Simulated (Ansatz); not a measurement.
Input

```
crystal:
  periodic: [false, false, false]
  atoms:
    - symbol: Ca
      position_ang: [0.002869, -0.367696, 0.831472]
    - symbol: Cl
      position_ang: [-0.882613, -2.502964, -0.007171]
    - symbol: O
      position_ang: [1.616737, 0.905891, 1.464650]
    - symbol: Si
      position_ang: [0.951814, 2.317812, 1.865646]
basis:
  gaussian: {orbitals: def2-TZVPD}
magnetization: {spin_polarized: true, initial_magnetization: 1}
hamiltonian: {xc: pbe0}
output: {forces: true, orbitals: {seedname: orbitals}}
```

Run with:

```sh
ansatz run input.yaml --threads 1 --pin off --max-ram 2610MiB --events-out events.jsonl --progress --plain --runs-dir runs
```

Geometry: r2SCAN-D4/def2-SVP.

Computed with isolated molecule in a Gaussian basis; Kohn-Sham density functional theory, functional PBE0 in Ansatz 0.2.0.

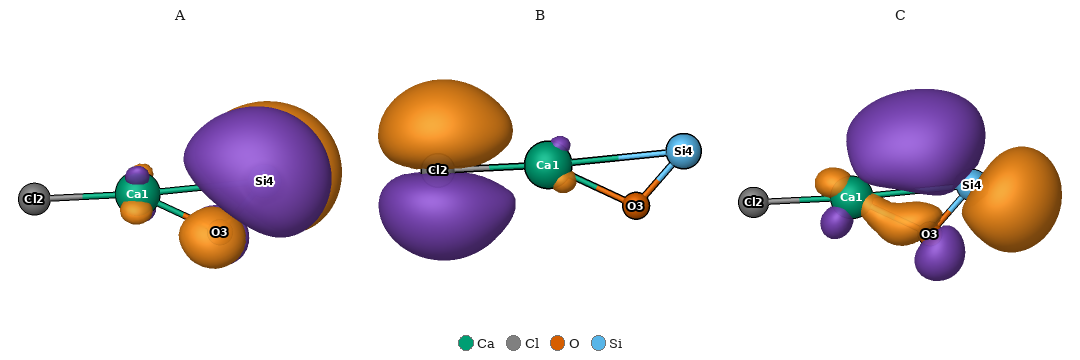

CaClOSi (SMILES [Cl][Ca-]1[O+]=[Si]1) (doublet). Three frontier orbitals at ±0.08 Å⁻³ᐟ² (orange and purple are the two phases), in no order.

Which picture is the HOMO−1, the HOMO and the LUMO? All are α orbitals.

B is the HOMO−1 (α) (−8.02 eV). By Hirshfeld shares it lies mainly on Cl2 (about 90 %); it is symmetric in the molecular plane (an in-plane orbital: σ, lone-pair or in-plane π type); largely a lone pair of Cl2. C is the HOMO (α) (−4.90 eV). By Hirshfeld shares it lies mainly on Si4 (about 65 %), Ca1 (about 25 %) and O3 (about 10 %); it is symmetric in the molecular plane (an in-plane orbital: σ, lone-pair or in-plane π type). A is the LUMO (α) (−2.37 eV). It lies mainly on Si4 (about 75 %), Ca1 (about 10 %) and O3 (about 10 %); it changes sign across the molecular plane (π type); π-bonding across Ca1–O3.

What is the gap between the highest occupied and lowest empty α orbitals?

2.53 eV between the orbital energies.
